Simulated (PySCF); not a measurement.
The calculation's input:

```
{"job": {"xc": "PBE0", "basis": "pcSseg-1", "solvent": "chloroform", "kind": "nmr", "pop": true}, "charge": 0, "multiplicity": 1}
C     -2.700256    -0.324587    -0.393901
C     -1.644267    -0.054642     0.665922
C     -0.315582     0.403795     0.077599
C      0.731881     0.662070     1.144601
S      2.316011     1.346748     0.521372
Si     3.004801    -0.271759    -0.656602
Cl     2.705102    -2.052405     0.346006
Cl     5.010010     0.043658    -0.956779
H     -2.372103    -1.109849    -1.093626
H     -3.648388    -0.655251     0.055947
H     -2.910033     0.579367    -0.987958
H     -2.011069     0.710616     1.372487
H     -1.478164    -0.965451     1.267751
H     -0.459033     1.318331    -0.522458
H      0.050419    -0.368537    -0.622851
H      0.957219    -0.250149     1.717641
H      0.384852     1.422609     1.861059
H      2.369841    -0.428244    -1.986244
```

Launched as:

```sh
OMP_NUM_THREADS=1 python ens_run.py task.json out
```

Geometry: PBE0-D3(BJ)/def2-SVP.

Method: PySCF 2.14.0, PBE0/pcSseg-1, SCF density, in a chloroform solvent model, non-relativistic.

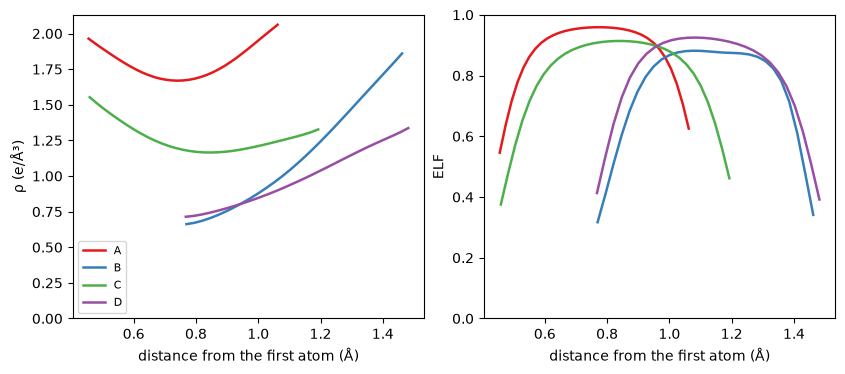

C4H10Cl2SSi (HSiCl2SBu). Total electron density and ELF along straight lines between neighbouring atoms. The curves leave out the atomic cores.

Which curve belongs to which contact (C–C, C–S, Si–Cl and Si–S)? The first atom named is at distance zero.

Answer. Curve A: C–C (1.52 Å): ρ is about 1.7 e/Å³ halfway; the ELF peaks at about 0.95 between the atoms (localised, covalent bonding). Curve B: Si–Cl (2.05 Å): ρ is about 0.92 e/Å³ halfway; the ELF peaks at about 0.90 between the atoms (a polar covalent bond). Curve C: C–S (1.83 Å): ρ is about 1.2 e/Å³ halfway; the ELF peaks at about 0.90 between the atoms; a covalent bond. Curve D: Si–S (2.12 Å): ρ at the midpoint is about 0.9 e/Å³; the ELF peaks at about 0.95 between the atoms, as expected for localised, covalent bonding.
